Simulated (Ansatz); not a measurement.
Formation energy of the localised charge states of N_C in diamond (start: the C site; 64-site cell, lattice scaled to a tabulated measured volume, 5.67 Å³ a site, single-point (¼, ¼, ¼) sampling) against the Fermi level, host crystal and elements as references (Δμ(C) = 0.057 eV, Δμ(N) = 0.00 eV; N taken from its element, since no compound that bounds it was computed at this level; only phases computed here count, gases as isolated molecules at 0 K). Calculation: HSE06, PAW (plane waves to 420 eV; Ansatz, a program for electronic structure).

Charges with a result: +1, 0, −1. Others weren't obtained, and one of them could lie lower, also by skipping a charge.

Set-up: 64-site cell; lattice scaled to a tabulated measured volume, 5.67 Å³ a site; single-point (¼, ¼, ¼) k-points; host gap 5.17 eV; charged states image-corrected; energies good to tenths of an eV; flagged in the runs: a host whose relaxation on this sampling wasn't shown to rest.

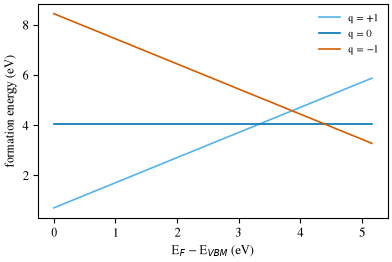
*Formation energy of each charge state against the Fermi level*

Crossings of the lowest lines: (+1/0) at 3.33 eV; (0/−1) at 4.41 eV. At the valence-band maximum: q = +1: 0.70 eV; q = 0: 4.03 eV; q = −1: 8.44 eV.
